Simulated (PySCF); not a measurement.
System: SF₆.

```tsv
atom	x (Å)	y (Å)	z (Å)
F	-0.7146	1.3662	0.3550
S	0.0046	-0.0041	0.1214
F	1.2833	0.7525	-0.3716
F	-0.5402	-0.0395	-1.3457
F	0.5497	0.0317	1.5885
F	0.7249	-1.3738	-0.1131
F	-1.2730	-0.7621	0.6152
```

Geometry: PBE0-D3(BJ)/def2-TZVP.

Method: PySCF, PBE0/aug-cc-pVTZ, SCF density, gas phase.

**Predict the electron density and electron localisation function between the atoms.**

S–F (1.57 Å): the density is about 1.8 e/Å³ at the midpoint; the ELF peaks at about 0.80 between the atoms (a shared but strongly polarised pair).

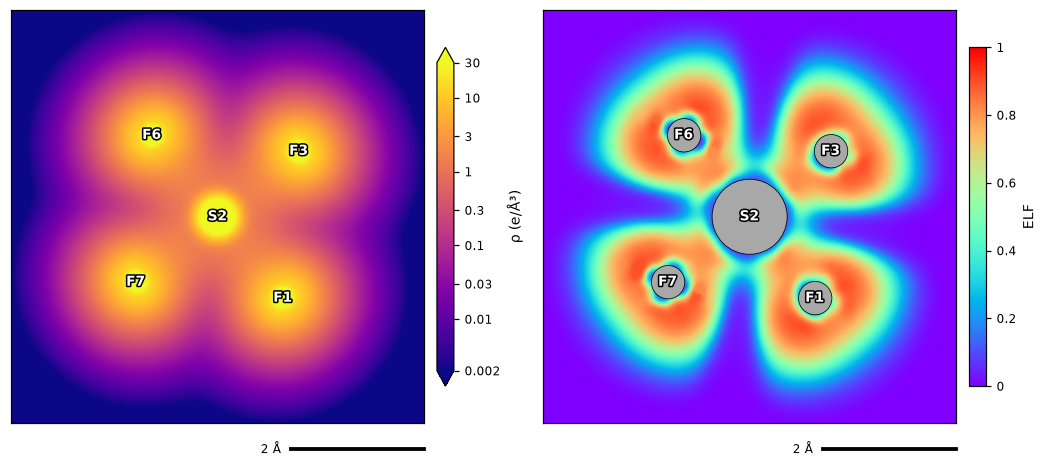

Computed electron density and electron localisation function on the plane of atoms F3, S2 and F6, in this order. Grey discs cover the atomic cores in the ELF map. 
